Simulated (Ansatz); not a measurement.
## Electronic structure of CH$_{3}$NO$_{4}$Zr (SMILES O=C=[N][Zr]([OH])([OH])[OH]) in real space

```xyz
10

C    -1.5408    0.7183   -2.5173
N    -0.5945    0.4883   -1.8080
O    -2.4607    0.9418   -3.2068
O     1.5436    1.7167    0.2925
O     0.5250   -1.2248    0.7032
O     2.4700   -0.5537   -1.6684
Zr    1.0302    0.0959   -0.5871
H     1.8692    2.4680    0.7849
H     0.3734   -1.8834    1.3785
H     3.2476   -0.8762   -2.1202
```

Geometry: PBE0-D4/def2-SVP; core potentials replace the inner electrons of Zr.

Theory: isolated molecule in a Gaussian basis; Kohn-Sham density functional theory, functional PBE0 in Ansatz.

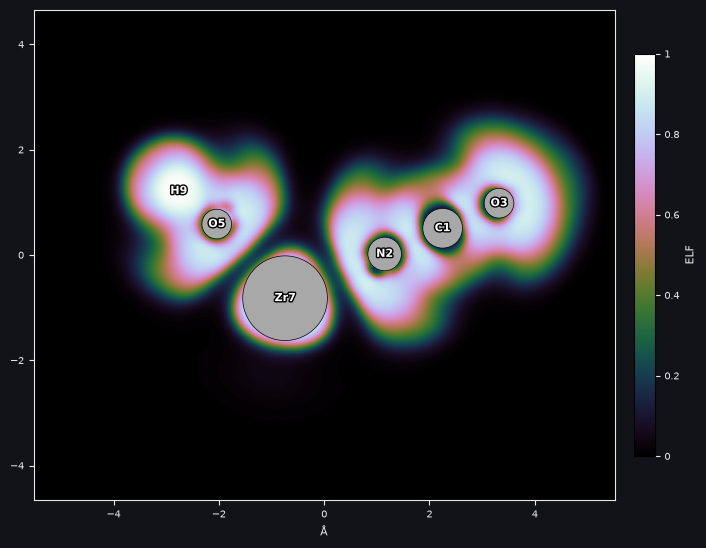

Figure 1. ELF on the plane of atoms N2, Zr7 and O5. Grey discs cover the atomic cores.

Question: Interpret the plot.

Answer: Atoms in the plane: C, N, O, Zr and H.
C–O (1.17 Å): the ELF peaks at about 0.85 between the atoms; a short, multiple covalent bond.
C–N (1.20 Å): the ELF peaks at about 0.85 between the atoms: a multiple bond.
Zr–O (1.91 Å): the ELF peaks at about 0.80 in the valence shell of O, 0.5 Å from its nucleus, and drops to about 0.20 between the two atoms.
Zr–N (2.07 Å): the ELF peaks at about 0.90 in the valence shell of N, 0.6 Å from its nucleus, and drops to about 0.20 between the two atoms.
O–H (0.96 Å): the ELF climbs to about 1 towards the hydrogen, as it does in any bond to H: a covalent bond by its length.
The ELF also peaks beside O3, away from the bonds: lone-pair regions.

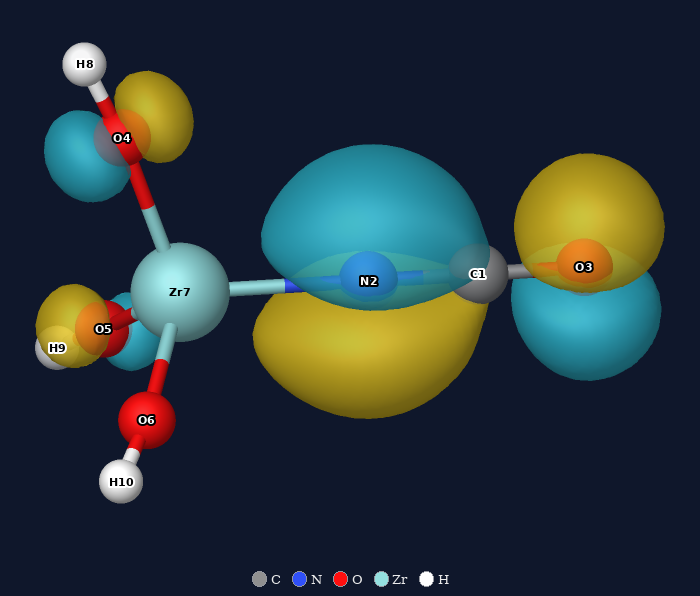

Figure 2. The HOMO at ±0.1 Å⁻³ᐟ² (yellow and cyan are the two phases), seen at a tilt.

Question: What is the character of this orbital?

Answer: It lies mainly on N2 (about 45 %), O3 (about 30 %) and C1 (about 15 %); largely a combination of lone pairs on N2 and O3. It is one of a degenerate set, so its orientation is arbitrary. Its energy is −8.25 eV.

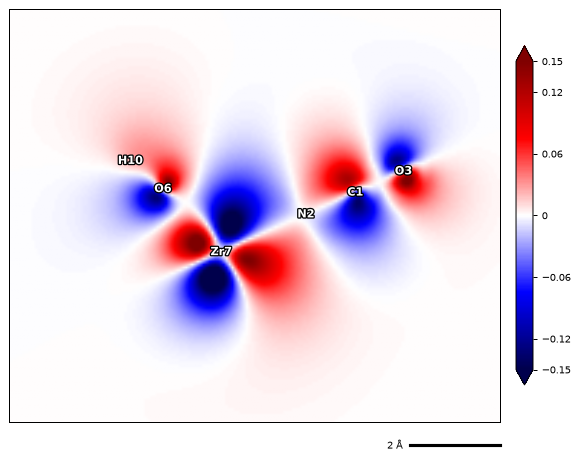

Figure 3. The LUMO on the plane of atoms N2, Zr7 and O6 (values in Å⁻³ᐟ²; the overall sign is arbitrary).

Question: Where does this orbital lie, and at what energy?

Answer: It lies mainly on Zr7 (about 60 %), C1 (about 10 %), N2 (about 10 %) and O3 (about 5 %). It is one of a degenerate set, so its orientation is arbitrary. Its energy is −0.51 eV.
